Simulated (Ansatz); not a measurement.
CH₇BS: several calculations on one system

Part 1: Relaxation

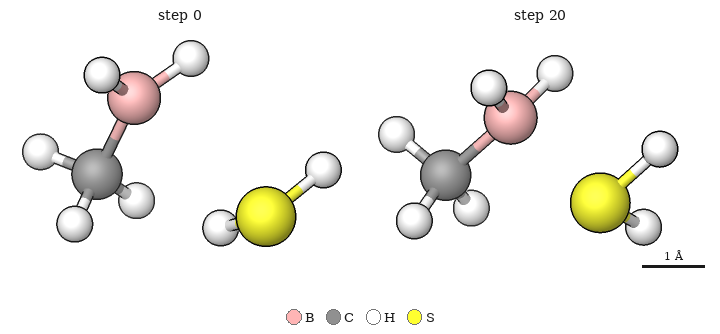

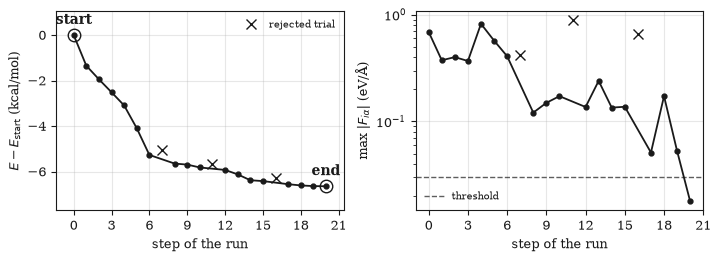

First and last geometry of a relaxation of CH7BS, with the history of the run. Style: ball-and-stick. Shown from a free direction.

The run prepares an end point of a later path (reaction) calculation, from a guessed geometry.

The calculation used RKS B3LYP/def2-SVPD in Ansatz 0.2.0.

Input
```yaml
crystal:
  periodic: [false, false, false]
  atoms:
    - { symbol: B, position_ang: [0.089286, 0.157018, 0.239478] }
    - { symbol: C, position_ang: [0.034252, 0.24464, 1.824108] }
    - { symbol: H, position_ang: [-0.901757, -0.088471, 2.298932] }
    - { symbol: H, position_ang: [0.890994, -0.251473, 2.311349] }
    - { symbol: H, position_ang: [0.147188, 1.313546, 2.092728] }
    - { symbol: H, position_ang: [1.14204, 0.266255, -0.339114] }
    - { symbol: H, position_ang: [-0.924512, 0.074254, -0.407194] }
    - { symbol: S, position_ang: [-0.054774, -2.913578, 0.514179] }
    - { symbol: H, position_ang: [-1.237143, -2.854173, -0.145749] }
    - { symbol: H, position_ang: [-0.463274, -1.988917, 1.452784] }
basis:
  gaussian: { orbitals: def2-SVPD }
hamiltonian:
  xc: b3lyp
relax:
  f_tol: 0.03
  max_steps: 50
```

Launched with:
```bash
ansatz run input.yaml --threads 4 --pin off --max-ram 5120MiB --backend cpu --events-out ev --progress --plain --runs-dir out
```

> What do the curves and the structures tell?

It converged. The energy falls by 6.65 kcal/mol in 17 accepted moves (20 points after the start). The largest force component goes from 0.69 to 0.018 eV/Å. The line search rejected the trial steps at points 7, 11, 16 of the run. The largest move after the best rigid fit is that of H10, 1.05 Å. Largest moves by element: H 1.05 Å, S 0.57 Å, B 0.42 Å, C 0.19 Å. Among the contacts that change: B1–S8 3.086 → 2.165 Å, S8–H10 1.379 → 1.356 Å, B1–C2 1.588 → 1.599 Å, B1–H6 1.206 → 1.216 Å. Among the angles between lasting bonds that change: H6–B1–H7 118.9° → 114.8°, C2–B1–H6 120.3° → 117.2°, C2–B1–H7 120.7° → 117.8°.

```tsv
step	E − E(0), kcal/mol	largest force component, eV/Å	note
0	0.00	0.6891	
1	-1.35	0.3742	
2	-1.95	0.4004	
3	-2.52	0.3683	
4	-3.10	0.8215	
5	-4.10	0.5719	
6	-5.27	0.4083	
7	-5.04	0.4189	rejected
8	-5.65	0.1209	
9	-5.69	0.1493	
10	-5.82	0.1725	
11	-5.66	0.8938	rejected
12	-5.93	0.1365	
13	-6.12	0.2398	
14	-6.38	0.1347	
15	-6.42	0.1372	
16	-6.30	0.6552	rejected
17	-6.56	0.0511	
18	-6.61	0.1726	
19	-6.64	0.0528	
20	-6.65	0.0178
```

Part 2: Relaxation

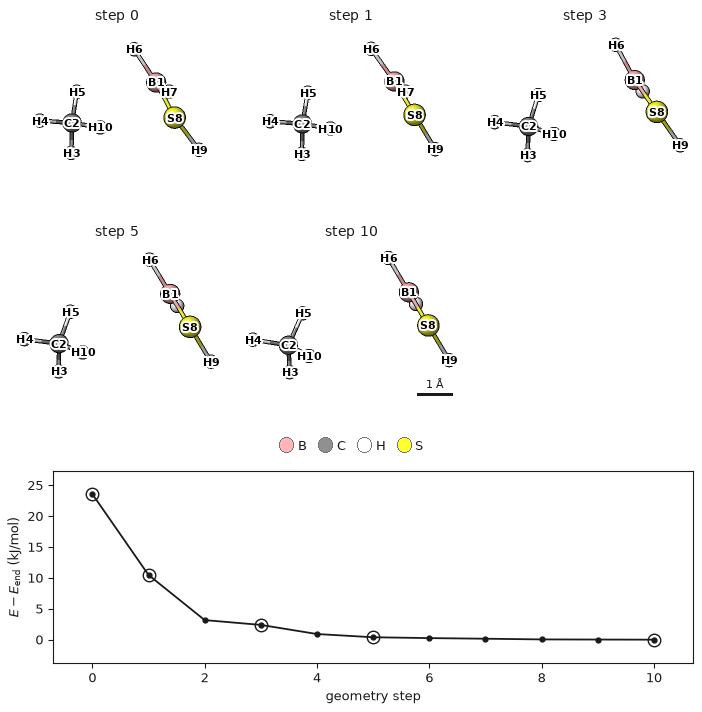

Frames of a relaxation of CH₇BS, marked on the history of the run. Style: ball-and-stick. Shown at a tilt.

The run prepares an end point of a later path (reaction) calculation, from a guessed geometry.

All numbers below come from RKS B3LYP/def2-SVPD in Ansatz. (no spin polarisation; force threshold 0.03 eV/Å; at most 50 steps)

What happens along the run?

H10 moves most after the best rigid fit: 0.82 Å. Largest moves by element: H 0.82 Å, S 0.63 Å, B 0.60 Å, C 0.56 Å. Some distances before and after: B1–S8 1.853 → 1.781 Å, C2–H10 1.105 → 1.099 Å. Over 10 geometry steps the energy falls by 23.6 kJ/mol. The largest force component goes from 1.2 to 0.024 eV/Å. From step 0 to 1: S8 moves most (0.19 Å), energy −13.1 kJ/mol. From step 1 to 3: H atoms move most (0.35 Å), energy −8.09 kJ/mol. From step 3 to 5: H10 moves most (0.12 Å), energy −2.00 kJ/mol. From step 5 to 10: H10 moves most (0.25 Å), energy −0.39 kJ/mol.

```csv
step,"E − E(0), kJ/mol","largest force component, eV/Å"
0,0.00,1.1560
1,-13.10,0.7308
2,-20.41,0.3048
3,-21.19,0.4399
4,-22.67,0.2362
5,-23.19,0.0744
6,-23.32,0.0316
7,-23.42,0.0387
8,-23.54,0.0531
9,-23.56,0.0491
10,-23.58,0.0236
```

Part 3: Path

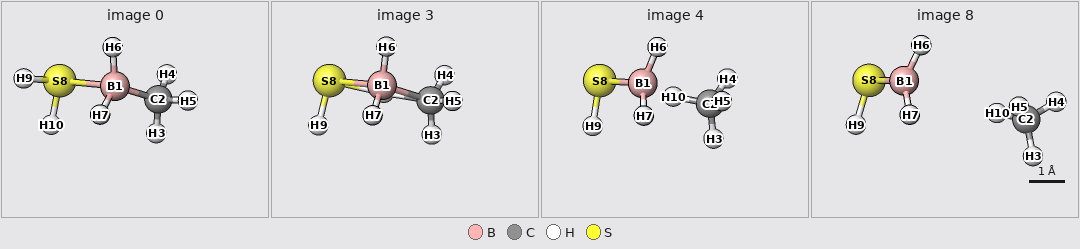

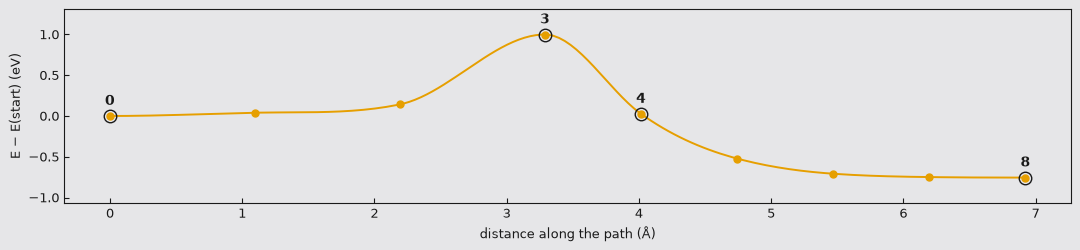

NEB run on CH$_{7}$BS. Images are numbered from 0 (start) to 8 (end). The picture is a ball-and-stick view, seen from a free direction.

Level of theory: Ansatz, RKS B3LYP/def2-SVPD. Run with 7 movable images; climbing image; force threshold 0.03 eV/Å; iteration limit 60; starting path through a guess of the saddle point.

### Describe the mechanism and the energy profile.

Breaking: B1–C2 (1.60 → 1.75 at the top → 3.97 Å), S8–H10 (1.36 → 1.64 at the top → 3.91 Å). Forming: C2–H10 (3.35 → 1.47 at the top → 1.10 Å). The energy climbs by 1.00 eV to image 3 and then falls by 1.75 eV, so the end point sits at −0.76 eV. The band converged in 17 iterations. The largest component of the band force went from 15 to 0.027 eV/Å. The climbing image converged on the top of the path. Its vibrational analysis gives one imaginary mode (1023i cm⁻¹), as a transition state must have.

Cost: 89 s on 4 threads of Intel(R) Xeon(R) 6975P-C (Granite Rapids), on a shared host, peak memory 0.28 GiB.
